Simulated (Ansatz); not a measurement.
Two G0W0 runs on ZnPS3 (C2/m).

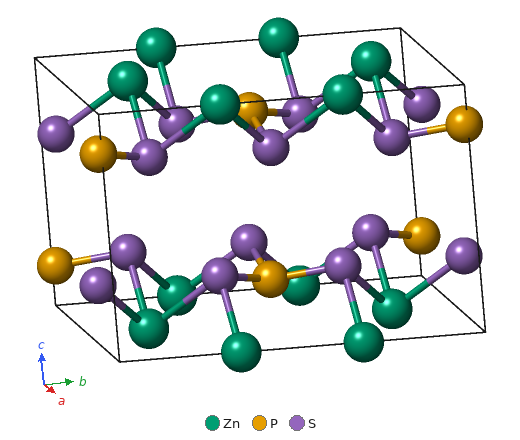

The structure (zinc teal, phosphorus orange, sulfur purple). Some periodic images of atoms are drawn too.

Symmetry: C2/m, No. 12, monoclinic system. Conventional cell: a = 5.848 Å, b = 10.137 Å, c = 6.591 Å, α = 90.00°, β = 107.04°, γ = 90.00°. Nearest to Zn lie 6 S at 2.50 to 2.51 Å. Nearest to P lie 3 S at 2.03 Å and 1 P at 2.19 Å. Nearest to S lie 1 P at 2.03 Å and 2 Zn at 2.50 Å. Nearest to S lie 1 P at 2.03 Å and 2 Zn at 2.51 Å. Farther neighbours and most contacts between anions are not listed.

```cif
data_structure
_symmetry_space_group_name_H-M 'P 1'
_symmetry_Int_Tables_number 1
_cell_length_a 5.8516
_cell_length_b 5.8516
_cell_length_c 6.5907
_cell_angle_alpha 98.419
_cell_angle_beta 98.419
_cell_angle_gamma 120.038
_cell_volume 186.79
loop_
_atom_site_label
_atom_site_type_symbol
_atom_site_fract_x
_atom_site_fract_y
_atom_site_fract_z
_atom_site_occupancy
Zn1 Zn 0.66748 0.33252 0.00000 1
Zn2 Zn 0.33252 0.66748 0.00000 1
P3 P 0.94204 0.94204 0.82653 1
P4 P 0.05796 0.05796 0.17347 1
S5 S 0.58015 0.91642 0.74876 1
S6 S 0.08358 0.41985 0.25124 1
S7 S 0.74659 0.74659 0.25059 1
S8 S 0.25341 0.25341 0.74941 1
S9 S 0.41985 0.08358 0.25124 1
S10 S 0.91642 0.58015 0.74876 1
```

The structure was relaxed with LDA. The runs that relaxed it are not among those shown. PAW set soft_2, made with PBE.

The first (Ansatz 0.2.0; start LDA, 4×4×2 mesh, 362 empty bands, screening to 90 eV, plasmon pole; 1 × NVIDIA H100 80GB HBM3 with 8 threads of AMD EPYC 7R13 (Zen 3), shared host) gave, on its mesh: starting gap 2.15 eV, G0W0 gap 3.43 eV, RPA ε∞ (mean) 7.19, 15 s.

The second gave: starting gap 2.88 eV, G0W0 gap 3.79 eV, RPA ε∞ (mean) 5.97, 10 s.

Question: What was changed in the input? Choose among start, files, mesh, bands and cutoff, frequency model or another key.

Changed: start from LDA to r2SCAN and frequency model from plasmon pole to contour deformation. A jump of this size in the start, with ε∞ moving the other way, marks another functional. Other changes could give like numbers; this is the one that was made.

Limits: not at the basis limit; coarse k mesh.

[Paths, hosts, dates, memory and timing lines, banners, echoed tables and standing remarks are left out of the program output.]

[Logs are printed without paths, hosts, clocks, repeated set-up lines and the standing remarks that a program may print on its own settings, such as how far it seeks lower states.]

[Runs of the session that timed out or met a known fault of the program may be left out.]

[Cells called generated may have been cut or substituted from an entry of the Crystallography Open Database or the Materials Project.]

[Hosts, paths, dates, database ids (printed as entryN), source tags and the programs' standing remarks are cut or masked in the printed files.]
